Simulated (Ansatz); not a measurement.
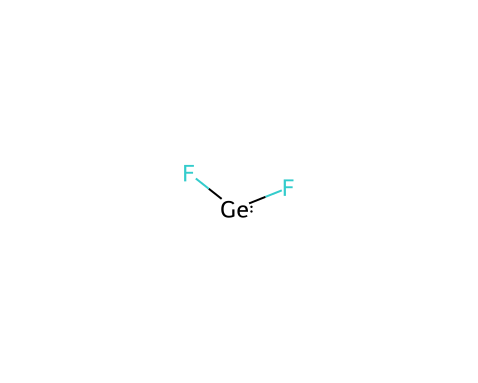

Source: calculation with Ansatz.

A structural formula.

### Transcribe the drawing into SMILES.

[F][Ge][F]

### Give the formula, hydrogens included.

GeF2.

### An optimisation with PBE-D4/def2-SVP gave a structure of which point group?

C2v.
